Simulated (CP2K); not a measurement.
Consider 3-formylpyridine at its PBE geometry (Å).

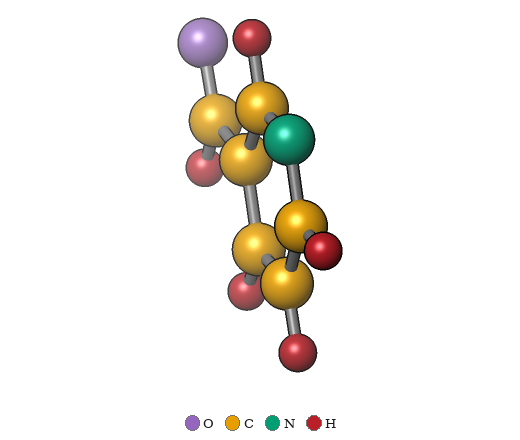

The molecule (oxygen purple, carbon orange, nitrogen teal, hydrogen red).

```xyz
13

O     3.0506    0.6721   -0.1413
C     2.1883   -0.1756   -0.3387
C     0.7453    0.0209   -0.0840
C    -0.1724   -1.0048   -0.3428
C    -1.5231   -0.7718   -0.0908
C    -1.8981    0.4788    0.4112
N    -1.0318    1.4817    0.6703
C     0.2606    1.2413    0.4207
H     2.4629   -1.1837   -0.7394
H     0.1740   -1.9640   -0.7337
H    -2.2758   -1.5366   -0.2783
H    -2.9483    0.6941    0.6212
H     0.9679    2.0478    0.6255
```

Method: CP2K XAS_TDP, all-electron GAPW, PBEh(45%), aug-cc-pVDZ, TDA, GW2X-corrected core level, no relativity.

Predict the bright core excitations at the C K edge.

Leading lines: C2 288.19 eV, C3 286.67 eV, C4 286.80 eV, C5 287.27 eV, C6 287.09 eV and C8 287.05 eV. The leading line of an atom is its first one with 35 % of the strongest within 2.5 eV of its lowest line over the strength cut. Core ionisation energies at this level: C5 292.69, C8 293.42, C4 293.24, C6 293.42, C2 295.56 and C3 292.45 eV.

The first six lines of each atom with a strength over 0.0015:

| atom | energy (eV) | states | strength, one atom | above the computed threshold |
| --- | --- | --- | --- | --- |
| C2 (bonded to C, O and H) | 288.19 | 1 | 0.0600 |  |
|  | 293.37 | 1 | 0.0084 |  |
|  | 293.38 | 1 | 0.0169 |  |
|  | 294.47 | 1 | 0.0025 |  |
|  | 294.98 | 1 | 0.0044 |  |
|  | 295.23 | 1 | 0.0015 |  |
| C3 (bonded to 3 C) | 286.67 | 1 | 0.0295 |  |
|  | 289.55 | 1 | 0.0226 |  |
|  | 292.02 | 2 | 0.0048 |  |
|  | 293.12 | 1 | 0.0043 | yes |
|  | 293.20 | 1 | 0.0065 | yes |
|  | 293.37 | 1 | 0.0024 | yes |
| C4 (bonded to 2 C and H) | 286.80 | 1 | 0.0539 |  |
|  | 290.89 | 1 | 0.0133 |  |
|  | 292.07 | 1 | 0.0025 |  |
|  | 292.27 | 1 | 0.0018 |  |
|  | 292.97 | 1 | 0.0018 |  |
|  | 293.70 | 1 | 0.0067 | yes |
| C5 (bonded to 2 C and H) | 287.27 | 1 | 0.0483 |  |
|  | 290.34 | 1 | 0.0120 |  |
|  | 291.10 | 1 | 0.0054 |  |
|  | 291.74 | 1 | 0.0029 |  |
|  | 291.98 | 1 | 0.0039 |  |
|  | 293.16 | 1 | 0.0058 | yes |
| C6 (bonded to C, N and H) | 287.09 | 1 | 0.0540 |  |
|  | 291.29 | 1 | 0.0118 |  |
|  | 291.83 | 1 | 0.0070 |  |
|  | 292.27 | 1 | 0.0032 |  |
|  | 292.93 | 1 | 0.0020 |  |
|  | 293.81 | 1 | 0.0048 | yes |
| C8 (bonded to C, N and H) | 287.05 | 1 | 0.0554 |  |
|  | 291.84 | 1 | 0.0055 |  |
|  | 292.26 | 1 | 0.0078 |  |
|  | 292.93 | 1 | 0.0030 |  |
|  | 294.01 | 1 | 0.0082 | yes |
|  | 294.33 | 1 | 0.0069 | yes |

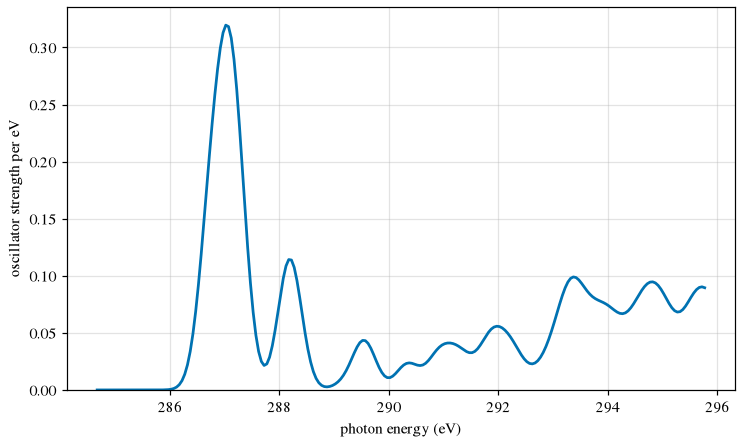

All atoms added, broadened by 0.5 eV.

Lines are vertical, at one geometry, with no vibrational structure. GW2X ionisation energies and lines can be off by 1 to 2 eV either way, and a good line position may hide errors that cancel. These values hold no scalar relativity, about 0.1 eV for C 1s. Rydberg lines, and the discretised continuum above threshold, depend on the basis and the box.

[Banner, clock and machine lines of the logs are left out without a mark of their own.]

[Logs are printed without paths, hosts, clocks, repeated set-up lines and the standing remarks that a program may print on its own settings, such as how far it seeks lower states.]

[Hosts, paths, dates, database ids (printed as entryN), source tags and the programs' standing remarks are cut or masked in the printed files.]
